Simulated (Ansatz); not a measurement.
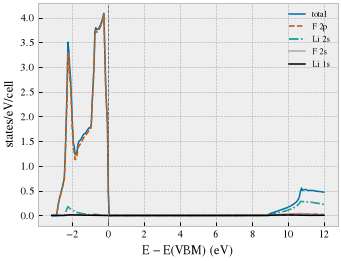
Figure: Total and projected density of states of LiF (rock salt, Fm-3m), plane-wave PAW PBE (Ansatz code)

### Question
Which orbitals carry the states next to the gap?

### Answer
Top 1 eV of the valence band: F 2p 99 %. Bottom 1 eV of the conduction band: Li 2s 61 %, F 2s 23 %, Li 1s 10 %. Projections are on Löwdin-orthogonalised atomic valence shells; empty p or d shells of many metals are not among them.

Symmetry was held in the PBE relaxation.

Potentials: the earlier of the program's two PAW sets.
